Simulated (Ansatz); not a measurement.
The calculation's input:

```
crystal:
  periodic: [false, false, false]
  atoms:
    - { symbol: Ti, position_ang: [0.155066, -0.023502, 0.122237] }
    - { symbol: "N", position_ang: [0.094522, 0.046505, 2.120692] }
    - { symbol: H, position_ang: [-0.529188, -0.52432, 2.69451] }
    - { symbol: H, position_ang: [0.929663, 0.330313, 2.641646] }
    - { symbol: F, position_ang: [1.870513, 0.036, -0.319434] }
    - { symbol: F, position_ang: [-0.611193, 1.418116, -0.593796] }
    - { symbol: F, position_ang: [-0.613832, -1.502236, -0.482105] }
    - { symbol: H, position_ang: [-2.585858, -0.02593, 1.074035] }
    - { symbol: H, position_ang: [-2.074693, 0.255753, 1.484116] }
basis:
  gaussian: { orbitals: def2-mTZVP }
hamiltonian:
  xc: pbe
relax:
  f_tol: 0.03
  max_steps: 50
output:
  orbitals: {}
```

Command:

```sh
ansatz run input.yaml --threads 4 --pin off --max-ram 5120MiB --backend cpu --events-out ev --progress --plain --runs-dir out
```

The fields are those of the run's last geometry, not of the input's.

All numbers below come from RKS PBE/def2-mTZVP in Ansatz 0.2.0.

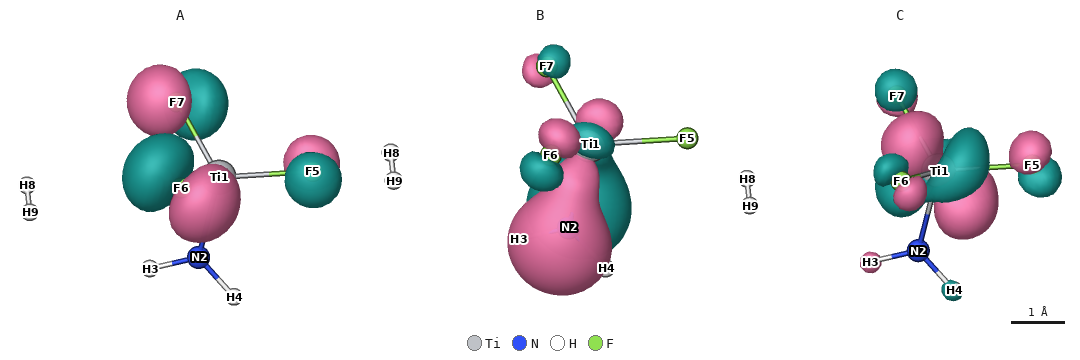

F$_{3}$H$_{2}$NTi···H$_{2}$. Three frontier orbitals at ±0.15 Å⁻³ᐟ² (teal and pink are the two phases), in no order.

> Order the three orbitals by energy and name them.

A is the HOMO−1 (−9.50 eV). It lies mainly on F6 (about 55 %), F7 (about 30 %) and F5 (about 10 %); largely a combination of lone pairs on F6, F7 and F5. B is the HOMO (−7.00 eV). By Hirshfeld shares it lies mainly on N2 (about 65 %) and Ti1 (about 15 %); largely a lone pair of N2. C is the LUMO (−3.74 eV). Its weight (Hirshfeld) is mainly on Ti1 (about 80 %) and F5 (about 5 %).

> What is the HOMO–LUMO gap?

3.26 eV between the orbital energies.
